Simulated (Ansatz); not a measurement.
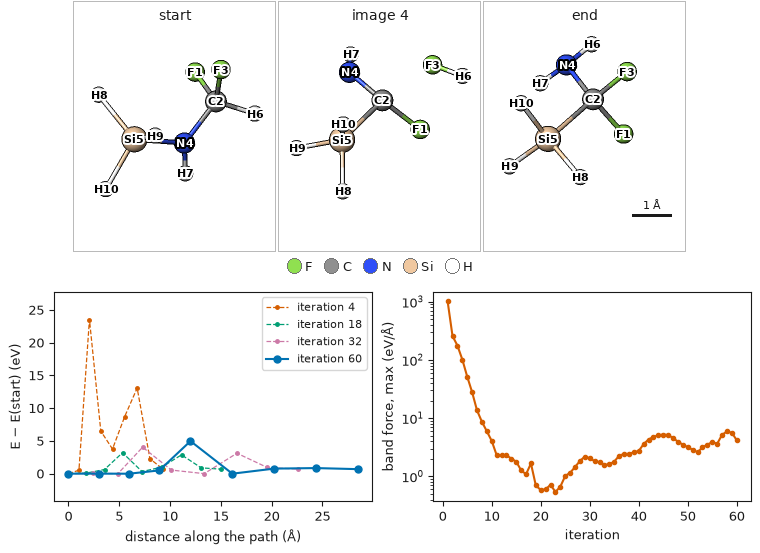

A nudged-elastic-band calculation for CH5F2NSi. Images are numbered from 0 (start) to 8 (end). The plot follows the band through its iterations. A ball-and-stick model, seen from a free direction.

Computed with RKS PBE0-D4/def2-SVP (Ansatz 0.2.0). Settings: 7 movable images; climbing image; force threshold 0.03 eV/Å; iteration limit 60; starting path through a guess of the saddle point.

How did the profile develop, and is the result final?

The result isn't final. The band hadn't converged when the run stopped after 60 iterations. The largest component of the band force went from 1000 to 4.2 eV/Å. The barrier read from it is provisional: over the last two iterations the highest image moved from 6.49 eV to 4.97 eV. The first iteration put the highest image at 160.06 eV. Relative to the start the highest point is image 4 at +4.97 eV and the end lies at +0.69 eV, but the profile dips to 0.00 eV at image 5 on the way, so there may be more than one step; on an unconverged band the side maxima are provisional.

The run took 11 min on 2 threads of Intel(R) Xeon(R) Platinum 8488C (Sapphire Rapids) (shared host), peak memory 0.24 GiB.
